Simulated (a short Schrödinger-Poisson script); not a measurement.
System: gated Al0.2Ga0.8N/GaN polarisation-induced gas, at 300 K.

| layer | material | thickness (nm) | Na (cm⁻³) |
|---|---|---|---|
| 1 | Al0.2Ga0.8N | 15 | - |
| 2 | GaN | 6000 | 2e14 |

The device is made up for the run: typed textbook-type constants, with dimensions and the other settings drawn at random. Al0.2Ga0.8N: permittivity 9.38, conduction-band edge (eV) 0.262, gap (eV) 3.804, electron mass (mₑ) 0.224, Nv at 300 K (cm⁻³) 4.6e19. GaN: permittivity 9.5, conduction-band edge (eV) 0, gap (eV) 3.43, Nv at 300 K (cm⁻³) 4.6e19.

Channel valleys (confinement mass, in-plane density-of-states mass, number): Γ 0.2, 0.2, 1. At the gate the conduction-band edge of layer 1 lies 1.3 eV − eVg above the Fermi level of the channel; the field vanishes at the back. Sheet of polarisation charge: +9.4e12 e/cm² at 15 nm from the gate. The barrier under the gate holds no holes. Gaps are held at their typed values at every temperature. Mesh 0.08 nm at interfaces.

From a short Schrödinger-Poisson script (our own, NumPy): 1D Poisson equation in equilibrium, electrons quantum, Hartree plus LDA exchange-correlation (BenDaniel-Duke, 40 states a valley, the channel's in-plane mass for all, wave functions free to enter the barrier), parabolic valleys, classical holes, full ionisation, no traps, pinning or gate leakage.

Only gate voltages with over 1e8 electrons/cm² are shown.

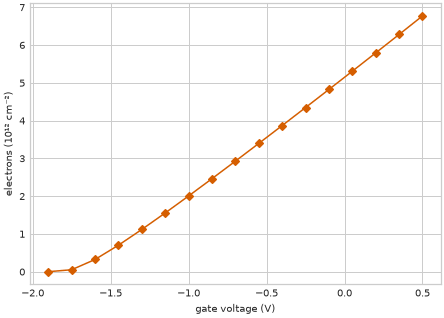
*Sheet density against gate voltage*

```csv
Vg (V),electrons (cm⁻²),in the channel layer,C (μF/cm²),Γ E0 (meV),Γ E1 (meV)
0.5,6.77e12,6.12e12,0.525,-69.0,31.2
0.35,6.28e12,5.74e12,0.522,-63.4,33.4
0.2,5.79e12,5.34e12,0.520,-57.6,35.5
0.05,5.31e12,4.94e12,0.517,-51.7,37.7
-0.1,4.82e12,4.52e12,0.514,-45.6,39.9
-0.25,4.34e12,4.11e12,0.511,-39.4,42.1
-0.4,3.87e12,3.68e12,0.507,-32.8,44.4
-0.55,3.40e12,3.25e12,0.503,-26.0,46.9
-0.7,2.93e12,2.82e12,0.499,-18.7,49.6
-0.85,2.46e12,2.39e12,0.493,-10.8,52.5
-1,2.00e12,1.96e12,0.485,-1.9,56.0
-1.15,1.55e12,1.53e12,0.474,8.3,60.4
-1.3,1.12e12,1.10e12,0.458,20.7,66.2
-1.45,7.01e11,6.94e11,0.430,37.4,75.1
-1.6,3.23e11,3.22e11,0.367,63.8,91.8
-1.75,5.16e10,5.15e10,0.178,121.4,138.1
-1.9,3.45e8,3.44e8,0.00432,255.4,268.5
```

Subbands count from the Fermi level.
